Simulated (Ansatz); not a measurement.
## Electronic structure of BFH$_{3}$N···H$_{4}$OSi in real space

```xyz
12

B     0.4442   -1.0346    0.4132
N     0.1661   -0.2701    1.5565
H    -0.7011   -0.3508    2.0400
H     0.8962    0.1315    2.1065
F     1.6795   -1.0488   -0.0636
H    -0.4033   -1.6472   -0.1471
O    -0.4334    2.6676    0.4296
Si   -1.9904    3.1820    0.4858
H    -2.8629    2.3946   -0.4115
H    -2.5504    3.0664    1.8512
H    -2.0056    4.5920    0.0718
H    -0.2370    1.7691    0.6672
```

The calculation used RHF/6-31G* in Ansatz.

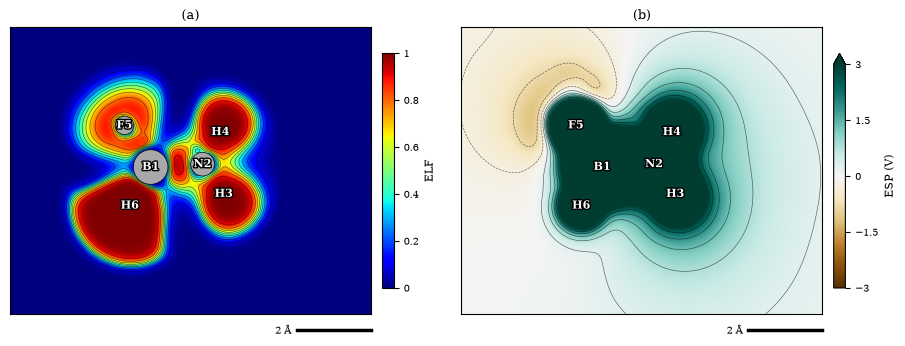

Figure 1. (a) ELF; (b) molecular electrostatic potential on the plane of atoms N2, B1 and F5. Grey discs cover the atomic cores in the ELF map.

What does the map show?

Answer. Atoms in the plane: B, N, H and F.
N2···H6 (2.26 Å): the ELF dips to about 0.20 between them.
B–F (1.32 Å): the ELF peaks at about 0.85 between the atoms: a polar covalent bond.
B–N (1.40 Å): the ELF peaks at about 0.95 between the atoms; a short, strongly polar bond.
N–H (1.00 Å): the ELF climbs to about 1 towards the hydrogen, as it does in any bond to H; a covalent bond by its length.
B–H (1.19 Å): the ELF climbs to about 1 towards the hydrogen: a covalent bond by its length.
The ELF also peaks beside F5, away from the bonds: lone-pair regions.
Outside the dense part of the complex the potential is most negative (−1.1 V) near F5.

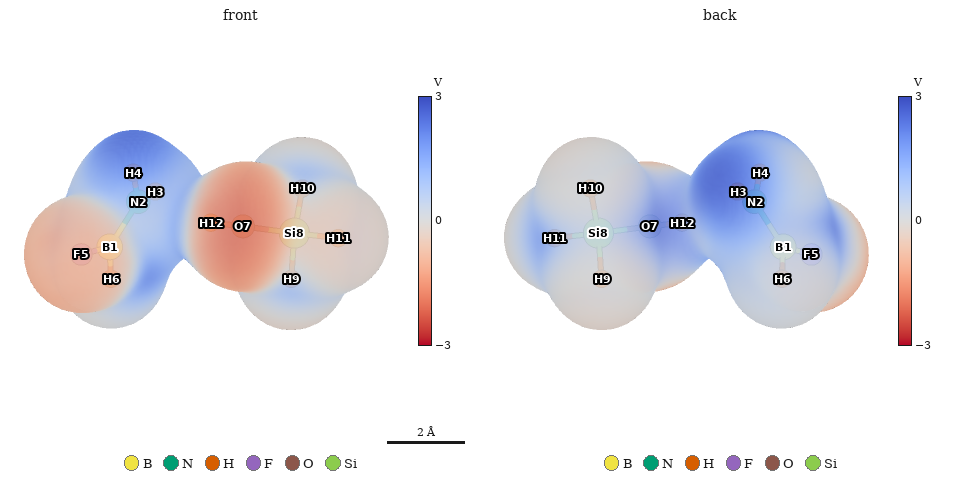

Figure 2. The molecular electrostatic potential painted on the density surface at 0.002 e/bohr³, seen from the front and from behind; red is negative and blue positive.

Which sites attract a positive test charge, and which a negative one?

Answer. A positive charge is drawn to the negative regions and a negative charge to the positive ones. The most negative region (about −1.8 V) lies over O7, the most positive (about +2.5 V) over H3. O7 is the likeliest acceptor of a hydrogen bond.

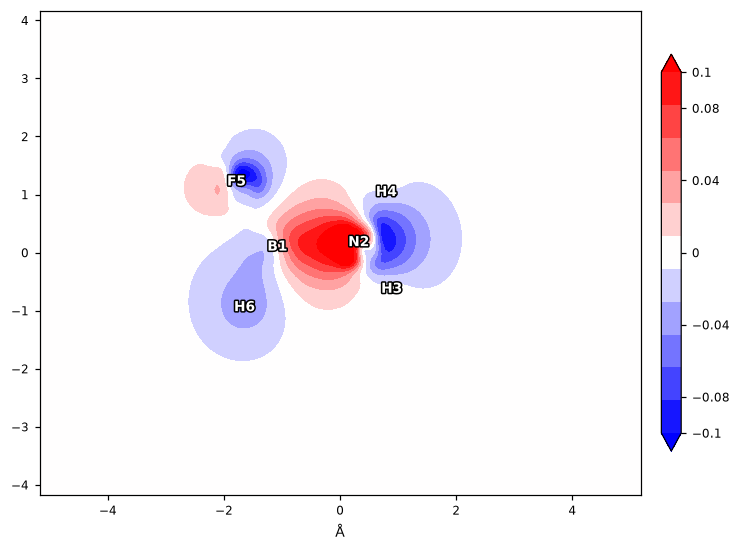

Figure 3. The HOMO−1 on the plane of atoms N2, B1 and F5 (values in Å⁻³ᐟ²; the overall sign is arbitrary).

Describe this orbital and give its energy.

Answer. Its weight (Hirshfeld) is mainly on N2 (about 50 %), B1 (about 10 %), Si8 (about 10 %), H11 (about 10 %) and O7 (about 10 %). Its energy is −12.47 eV.
